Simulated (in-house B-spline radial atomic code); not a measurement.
# Si²⁺ in a hard spherical wall

What does confinement do to Si²⁺? The free system is solved first, then the same system inside hard walls. More than one configuration is followed.

Method: non-relativistic PBE, spin-polarised, spherical fractional occupations, point nucleus, basis-set limit. Code: in-house B-spline radial atomic code version 1.

## 1. The system

```
element       : silicon (Z = 14)
charge        : +2
electrons     : 12
configuration : [Ne] 3s2
Hamiltonian   : non-relativistic
nucleus       : point
```

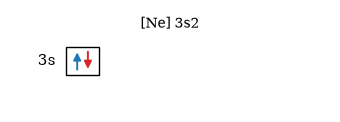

The shells outside the core, filled by Hund's rule for the drawing.

Where spins are not typed, each open shell is filled with up spins first.

## 2. Reference run without a wall

Settings of the run:

```ini
Z = 14
electrons = 12.0
configuration = [Ne] 3s2
hamiltonian = nr
method = pbe,pbe
spin_polarised = True
```

Results of the run (chosen fields of its result record, rounded):

```text
{
  "status": "converged",
  "scf [iteration, energy, orbital gradient]": [
    [1, -287.422093017, 0.219],
    [2, -288.087196706, 0.124],
    [3, -288.314984109, 0.0289],
    [4, -288.328942208, 0.00644],
    [5, -288.329496074, 0.00377],
    [6, -288.32973121, 6.06e-05],
    [7, -288.329731252, 6.32e-06],
    [8, -288.329731252, 3.54e-07],
    [9, -288.329731252, 6.71e-09]
  ],
  "energy [hartree]": {"total": -288.329731252, "kinetic": 287.938555607, "nuclear": -678.173220252, "coulomb": 121.990795072, "xc": -20.0858616796},
  "orbitals [hartree, bohr; up spins, the down spins are equal]": [
    ["name", "occ", "eps", "<r>", "<r^2>", "<1/r>", "r_max", "density_at_nucleus", "spin_orbit_zeta"],
    ["1s up", 1.0, -66.262485, 0.11164, 0.016772, 13.571, 0.072977, 822.47, "-"],
    ["2s up", 1.0, -5.8851908, 0.56908, 0.38688, 2.5704, 0.45581, 57.873, "-"],
    ["2p up", 3.0, -4.2974807, 0.53669, 0.36314, 2.4613, 0.38796, "-", 0.015484],
    ["3s up", 1.0, -1.0465311, 1.9556, 4.3813, 0.6956, 1.6992, 5.8083, "-"]
  ],
  "sum_r [bohr^k]": {"-1": 48.44094, "1": 8.492772, "2": 11.74874},
  "density_at_nucleus [bohr^-3]": 1772.309,
  "spin_density_at_nucleus [bohr^-3]": 0.0,
  "mass_velocity [hartree]": -2.677843,
  "darwin [hartree]": 2.075478
}
```

Wall time 0.13 s (1 thread, shared host).

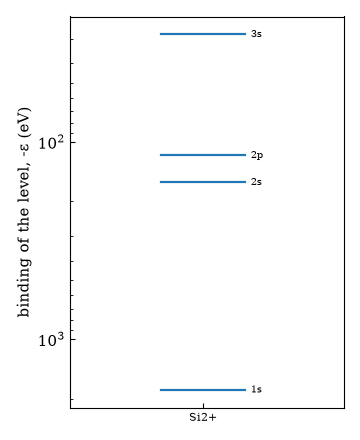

Orbital energies of this run on a logarithmic scale (up spins).

## 3. Wall at 9.87 bohr, configuration [Ne] 3s2

The settings differ from step 2 so:

```diff
@@ -6 +6,2 @@
 spin_polarised = True
+wall_radius = 9.87
```

Result record:

```text
{
  "status": "converged",
  "iterations": 9,
  "energy [hartree]": {"total": -288.329731219, "kinetic": 287.938556333, "nuclear": -678.173222763, "coulomb": 121.990797047, "xc": -20.0858618356},
  "orbitals [hartree, bohr; up spins, the down spins are equal]": [
    ["name", "occ", "eps", "<r>"],
    ["1s up", 1.0, -66.262484, 0.11164],
    ["2s up", 1.0, -5.8851907, 0.56908],
    ["2p up", 3.0, -4.2974806, 0.53669],
    ["3s up", 1.0, -1.0465309, 1.9556]
  ],
  "sum_r [bohr^k]": {"-1": 48.44094, "1": 8.49277, "2": 11.74872},
  "pressure [GPa]": 2.580981e-06,
  "energy_minus_base [hartree]": 3.37116717e-08
}
```

Run time: 0.03 s. Hardware: 1 thread, shared host.

energy_minus_base is the energy less that of the reference run. pressure is −dE/dV on the wall, from the slope of the orbitals there.

## 4. Wall at 4.34 bohr, configuration [Ne] 3s2

The settings differ from step 3 so:

```diff
@@ -6,2 +6,2 @@
 spin_polarised = True
-wall_radius = 9.87
+wall_radius = 4.34
```

Result record:

```text
{
  "status": "converged",
  "iterations": 9,
  "energy [hartree]": {"total": -288.304453482, "kinetic": 288.140727296, "nuclear": -678.641071424, "coulomb": 122.306482056, "xc": -20.1105914091},
  "orbitals [hartree, bohr; up spins, the down spins are equal]": [
    ["name", "occ", "eps", "<r>"],
    ["1s up", 1.0, -66.231951, 0.11165],
    ["2s up", 1.0, -5.8578302, 0.56923],
    ["2p up", 3.0, -4.2699778, 0.53694],
    ["3s up", 1.0, -1.0204183, 1.8829]
  ],
  "sum_r [bohr^k]": {"-1": 48.47436, "1": 8.349261, "2": 10.96956},
  "pressure [GPa]": 6.561397,
  "energy_minus_base [hartree]": 0.0252777708
}
```

It took 0.03 s on 1 thread, shared host.

## 5. Wall at 2.71 bohr, configuration [Ne] 3s2

The settings differ from step 4 so:

```diff
@@ -6,2 +6,2 @@
 spin_polarised = True
-wall_radius = 4.34
+wall_radius = 2.71
```

Result record:

```text
{
  "status": "converged",
  "iterations": 8,
  "energy [hartree]": {"total": -287.679180286, "kinetic": 290.735498451, "nuclear": -683.048377617, "coulomb": 124.971538474, "xc": -20.337839593},
  "orbitals [hartree, bohr; up spins, the down spins are equal]": [
    ["name", "occ", "eps", "<r>"],
    ["1s up", 1.0, -65.957947, 0.11166],
    ["2s up", 1.0, -5.6291281, 0.57127],
    ["2p up", 3.0, -4.0391718, 0.54015],
    ["3s up", 1.0, -0.607254, 1.5063]
  ],
  "sum_r [bohr^k]": {"-1": 48.78917, "1": 7.619329, "2": 8.019896},
  "pressure [GPa]": 407.1949,
  "energy_minus_base [hartree]": 0.650550967
}
```

Run time: 0.03 s. Hardware: 1 thread, shared host.

## 6. Wall at 1.56 bohr, configuration [Ne] 3s2

The settings differ from step 5 so:

```diff
@@ -6,2 +6,2 @@
 spin_polarised = True
-wall_radius = 2.71
+wall_radius = 1.56
```

Result record:

```text
{
  "status": "converged",
  "iterations": 8,
  "energy [hartree]": {"total": -280.562702725, "kinetic": 310.97240514, "nuclear": -705.731039102, "coulomb": 135.716095307, "xc": -21.5201640702},
  "orbitals [hartree, bohr; up spins, the down spins are equal]": [
    ["name", "occ", "eps", "<r>"],
    ["1s up", 1.0, -64.633781, 0.11179],
    ["2s up", 1.0, -4.739478, 0.56687],
    ["2p up", 3.0, -3.0996512, 0.52967],
    ["3s up", 1.0, 3.0974566, 0.91381]
  ],
  "sum_r [bohr^k]": {"-1": 50.40936, "1": 6.362981, "2": 4.76241},
  "pressure [GPa]": 19021.67,
  "energy_minus_base [hartree]": 7.76702853
}
```

Wall time 0.03 s (1 thread, shared host).

## 7. Wall at 9.87 bohr, configuration [He] 2s1 2p6 3s2 3d1

Settings of the run:

```ini
Z = 14
electrons = 12.0
configuration = [He] 2s1 2p6 3s2 3d1
hamiltonian = nr
method = pbe,pbe
spin_polarised = True
wall_radius = 9.87
```

Result record:

```text
{
  "status": "converged",
  "iterations": 9,
  "energy [hartree]": {"total": -282.536809829, "kinetic": 282.172474326, "nuclear": -658.533940703, "coulomb": 112.969787379, "xc": -19.1451308309},
  "orbitals [hartree, bohr; first row names the columns]": [
    ["name", "occ", "eps", "<r>"],
    ["1s up", 1.0, -67.427648, 0.11155],
    ["1s down", 1.0, -67.363792, 0.11159],
    ["2s up", 1.0, -6.7249488, 0.55429],
    ["2p up", 3.0, -5.1629798, 0.51506],
    ["2p down", 3.0, -5.0428392, 0.51668],
    ["3s up", 1.0, -1.258852, 1.7986],
    ["3s down", 1.0, -1.2088627, 1.803],
    ["3d up", 1.0, -0.51072775, 2.4876]
  ],
  "sum_r [bohr^k]": {"-1": 47.03814, "1": 9.96183, "2": 17.17473},
  "pressure [GPa]": 0.0007659681,
  "energy_minus_base [hartree]": 5.79292142
}
```

Wall time 0.07 s (1 thread, shared host).

## 8. Wall at 4.34 bohr, configuration [He] 2s1 2p6 3s2 3d1

The settings differ from step 7 so:

```diff
@@ -6,2 +6,2 @@
 spin_polarised = True
-wall_radius = 9.87
+wall_radius = 4.34
```

Result record:

```text
{
  "status": "converged",
  "iterations": 9,
  "energy [hartree]": {"total": -282.46824697, "kinetic": 282.540700767, "nuclear": -659.596483184, "coulomb": 113.800342135, "xc": -19.2128066881},
  "orbitals [hartree, bohr; first row names the columns]": [
    ["name", "occ", "eps", "<r>"],
    ["1s up", 1.0, -67.351719, 0.11155],
    ["1s down", 1.0, -67.287976, 0.11159],
    ["2s up", 1.0, -6.6497296, 0.55455],
    ["2p up", 3.0, -5.0877008, 0.51544],
    ["2p down", 3.0, -4.9664306, 0.5169],
    ["3s up", 1.0, -1.2107144, 1.7725],
    ["3s down", 1.0, -1.1530873, 1.7778],
    ["3d up", 1.0, -0.42005677, 2.0579]
  ],
  "sum_r [bohr^k]": {"-1": 47.11403, "1": 9.482859, "2": 14.27916},
  "pressure [GPa]": 12.66384,
  "energy_minus_base [hartree]": 5.86148428
}
```

It took 0.04 s on 1 thread, shared host.

## 9. Wall at 2.71 bohr, configuration [He] 2s1 2p6 3s2 3d1

The settings differ from step 8 so:

```diff
@@ -6,2 +6,2 @@
 spin_polarised = True
-wall_radius = 4.34
+wall_radius = 2.71
```

Result record:

```text
{
  "status": "converged",
  "iterations": 9,
  "energy [hartree]": {"total": -281.56221906, "kinetic": 285.885139918, "nuclear": -665.62792647, "coulomb": 117.736114439, "xc": -19.5555469465},
  "orbitals [hartree, bohr; first row names the columns]": [
    ["name", "occ", "eps", "<r>"],
    ["1s up", 1.0, -66.953479, 0.11156],
    ["1s down", 1.0, -66.890719, 0.1116],
    ["2s up", 1.0, -6.2924858, 0.55725],
    ["2p up", 3.0, -4.7276724, 0.51934],
    ["2p down", 3.0, -4.6019418, 0.52008],
    ["3s up", 1.0, -0.80007883, 1.4791],
    ["3s down", 1.0, -0.72082105, 1.4824],
    ["3d up", 1.0, 0.13957599, 1.4766]
  ],
  "sum_r [bohr^k]": {"-1": 47.54485, "1": 8.336722, "2": 9.643877},
  "pressure [GPa]": 553.927,
  "energy_minus_base [hartree]": 6.76751219
}
```

Wall time 0.03 s (1 thread, shared host).

## 10. Wall at 1.56 bohr, configuration [He] 2s1 2p6 3s2 3d1

The settings differ from step 9 so:

```diff
@@ -6,2 +6,2 @@
 spin_polarised = True
-wall_radius = 2.71
+wall_radius = 1.56
```

Result record:

```text
{
  "status": "converged",
  "iterations": 8,
  "energy [hartree]": {"total": -272.717652117, "kinetic": 308.958536875, "nuclear": -691.715072444, "coulomb": 131.039020802, "xc": -21.0001373496},
  "orbitals [hartree, bohr; first row names the columns]": [
    ["name", "occ", "eps", "<r>"],
    ["1s up", 1.0, -65.371757, 0.11167],
    ["1s down", 1.0, -65.313423, 0.11171],
    ["2s up", 1.0, -5.1455473, 0.55894],
    ["2p up", 3.0, -3.5296165, 0.51894],
    ["2p down", 3.0, -3.382388, 0.51774],
    ["3s up", 1.0, 2.8647701, 0.91472],
    ["3s down", 1.0, 2.9841533, 0.91581],
    ["3d up", 1.0, 2.8834908, 0.91014]
  ],
  "sum_r [bohr^k]": {"-1": 49.40822, "1": 6.633045, "2": 5.1785},
  "pressure [GPa]": 22611.11,
  "energy_minus_base [hartree]": 15.6120791
}
```

Run time: 0.03 s. Hardware: 1 thread, shared host.

## 11. Wall at 9.87 bohr, configuration [He] 2s1 2p6 3s2 3p1

Settings of the run:

```ini
Z = 14
electrons = 12.0
configuration = [He] 2s1 2p6 3s2 3p1
hamiltonian = nr
method = pbe,pbe
spin_polarised = True
wall_radius = 9.87
```

Result record:

```text
{
  "status": "converged",
  "iterations": 9,
  "energy [hartree]": {"total": -282.958975391, "kinetic": 282.590073227, "nuclear": -660.302625175, "coulomb": 113.997332743, "xc": -19.2437561867},
  "orbitals [hartree, bohr; first row names the columns]": [
    ["name", "occ", "eps", "<r>"],
    ["1s up", 1.0, -67.305568, 0.11156],
    ["1s down", 1.0, -67.236004, 0.11159],
    ["2s up", 1.0, -6.6388178, 0.5549],
    ["2p up", 3.0, -5.074913, 0.51605],
    ["2p down", 3.0, -4.9502431, 0.51809],
    ["3s up", 1.0, -1.2217196, 1.8089],
    ["3s down", 1.0, -1.1613991, 1.8241],
    ["3p up", 1.0, -0.8995528, 2.0094]
  ],
  "sum_r [bohr^k]": {"-1": 47.16447, "1": 9.522926, "2": 14.6374},
  "pressure [GPa]": 5.228158e-06,
  "energy_minus_base [hartree]": 5.37075586
}
```

Run time: 0.03 s. Hardware: 1 thread, shared host.

## 12. Wall at 4.34 bohr, configuration [He] 2s1 2p6 3s2 3p1

The settings differ from step 11 so:

```diff
@@ -6,2 +6,2 @@
 spin_polarised = True
-wall_radius = 9.87
+wall_radius = 4.34
```

Result record:

```text
{
  "status": "converged",
  "iterations": 9,
  "energy [hartree]": {"total": -282.927593261, "kinetic": 282.84228259, "nuclear": -660.875628306, "coulomb": 114.383834629, "xc": -19.2780821743},
  "orbitals [hartree, bohr; first row names the columns]": [
    ["name", "occ", "eps", "<r>"],
    ["1s up", 1.0, -67.266534, 0.11156],
    ["1s down", 1.0, -67.196604, 0.11159],
    ["2s up", 1.0, -6.6044581, 0.55507],
    ["2p up", 3.0, -5.0402792, 0.5163],
    ["2p down", 3.0, -4.915151, 0.51836],
    ["3s up", 1.0, -1.1974224, 1.7741],
    ["3s down", 1.0, -1.1345957, 1.7846],
    ["3p up", 1.0, -0.86593061, 1.9047]
  ],
  "sum_r [bohr^k]": {"-1": 47.2054, "1": 9.345617, "2": 13.67375},
  "pressure [GPa]": 8.188433,
  "energy_minus_base [hartree]": 5.40213799
}
```

Run time: 0.04 s. Hardware: 1 thread, shared host.

## 13. Wall at 2.71 bohr, configuration [He] 2s1 2p6 3s2 3p1

The settings differ from step 12 so:

```diff
@@ -6,2 +6,2 @@
 spin_polarised = True
-wall_radius = 4.34
+wall_radius = 2.71
```

Result record:

```text
{
  "status": "converged",
  "iterations": 9,
  "energy [hartree]": {"total": -282.090548202, "kinetic": 286.457074559, "nuclear": -666.940201759, "coulomb": 118.005528295, "xc": -19.6129492974},
  "orbitals [hartree, bohr; first row names the columns]": [
    ["name", "occ", "eps", "<r>"],
    ["1s up", 1.0, -66.872862, 0.11159],
    ["1s down", 1.0, -66.79902, 0.11161],
    ["2s up", 1.0, -6.2827996, 0.55771],
    ["2p up", 3.0, -4.7143729, 0.52025],
    ["2p down", 3.0, -4.5848345, 0.52238],
    ["3s up", 1.0, -0.80837148, 1.4798],
    ["3s down", 1.0, -0.72491569, 1.4813],
    ["3p up", 1.0, -0.39658311, 1.4911]
  ],
  "sum_r [bohr^k]": {"-1": 47.63859, "1": 8.36104, "2": 9.747982},
  "pressure [GPa]": 559.0001,
  "energy_minus_base [hartree]": 6.23918305
}
```

Wall time 0.03 s (1 thread, shared host).

## 14. Wall at 1.56 bohr, configuration [He] 2s1 2p6 3s2 3p1

The settings differ from step 13 so:

```diff
@@ -6,2 +6,2 @@
 spin_polarised = True
-wall_radius = 2.71
+wall_radius = 1.56
```

Result record:

```text
{
  "status": "converged",
  "iterations": 8,
  "energy [hartree]": {"total": -272.376303165, "kinetic": 313.076822903, "nuclear": -696.403347358, "coulomb": 132.104280978, "xc": -21.1540596874},
  "orbitals [hartree, bohr; first row names the columns]": [
    ["name", "occ", "eps", "<r>"],
    ["1s up", 1.0, -65.088234, 0.11178],
    ["1s down", 1.0, -64.989625, 0.11176],
    ["2s up", 1.0, -5.0970844, 0.56075],
    ["2p up", 3.0, -3.4730055, 0.52174],
    ["2p down", 3.0, -3.3197421, 0.52322],
    ["3s up", 1.0, 2.8576968, 0.915],
    ["3s down", 1.0, 2.9999196, 0.91474],
    ["3p up", 1.0, 3.2233178, 0.88191]
  ],
  "sum_r [bohr^k]": {"-1": 49.7431, "1": 6.630822, "2": 5.234722},
  "pressure [GPa]": 25360.69,
  "energy_minus_base [hartree]": 15.9534281
}
```

Wall time 0.03 s (1 thread, shared host).

## 15. Results

| configuration | radius (bohr) | energy above the free system (eV) | pressure (GPa) | highest level (eV) |
| --- | --- | --- | --- | --- |
| [Ne] 3s2 | 9.87 | below noise | 2.58e-06 | -28.478 (3s up) |
| [Ne] 3s2 | 4.34 | 0.688 | 6.56 | -27.767 (3s up) |
| [Ne] 3s2 | 2.71 | 17.702 | 407 | -16.524 (3s up) |
| [Ne] 3s2 | 1.56 | 211.35 | 19022 | 84.286 (3s up) |
| [He] 2s1 2p6 3s2 3d1 | 9.87 | 157.63 | 0.000766 | -13.898 (3d up) |
| [He] 2s1 2p6 3s2 3d1 | 4.34 | 159.50 | 12.7 | -11.430 (3d up) |
| [He] 2s1 2p6 3s2 3d1 | 2.71 | 184.15 | 554 | 3.798 (3d up) |
| [He] 2s1 2p6 3s2 3d1 | 1.56 | 424.83 | 22611 | 81.203 (3s down) |
| [He] 2s1 2p6 3s2 3p1 | 9.87 | 146.15 | 5.23e-06 | -24.478 (3p up) |
| [He] 2s1 2p6 3s2 3p1 | 4.34 | 147.00 | 8.19 | -23.563 (3p up) |
| [He] 2s1 2p6 3s2 3p1 | 2.71 | 169.78 | 559 | -10.792 (3p up) |
| [He] 2s1 2p6 3s2 3p1 | 1.56 | 434.11 | 25361 | 87.711 (3p up) |

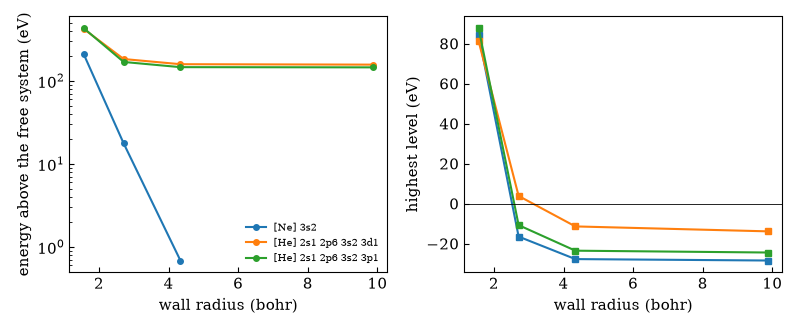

Energy above the free reference (left, logarithmic; it includes the excitation energy of the other configurations) and the highest occupied level (right).

What this shows: For [Ne] 3s2 the energy above the free reference is below noise at 9.87 bohr and 211.35 eV at 1.56 bohr, where the electrons press on it with 19022 GPa. Its highest level passes zero between 2.71 and 1.56 bohr; in smaller spheres the level is positive, pushed up by confinement, and the wall keeps the electron in. Of [Ne] 3s2 and [He] 2s1 2p6 3s2 3d1, the first stays lower at every radius that both share. At 1.56 bohr the lowest of all 3 is [Ne] 3s2. A hard wall is a crude model of an atom's surroundings.
